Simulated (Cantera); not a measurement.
Feed: 1 mol Si, 1.4 mol Cl2, 2.3 mol F2, at 450 Torr.

Cantera equilibrium calculation (NASA polynomials, part measured and part estimated; ideal gas, pure solids and liquids). Candidate condensed phases: Si; 17 gas species. Rates play no part.

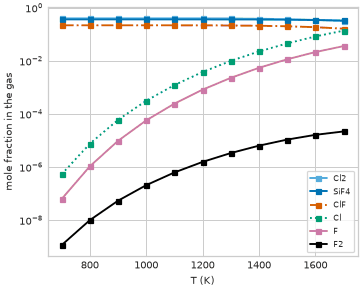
*Equilibrium gas composition (values under 1e-9 drawn at 1e-9)*

Task: Read off the mole fractions at 800 K.

Result: Cl2 about 0.41, SiF4 about 0.37, ClF about 0.22, Cl about 7.7e-6, F about 1.1e-6, F2 about 1.0e-8.
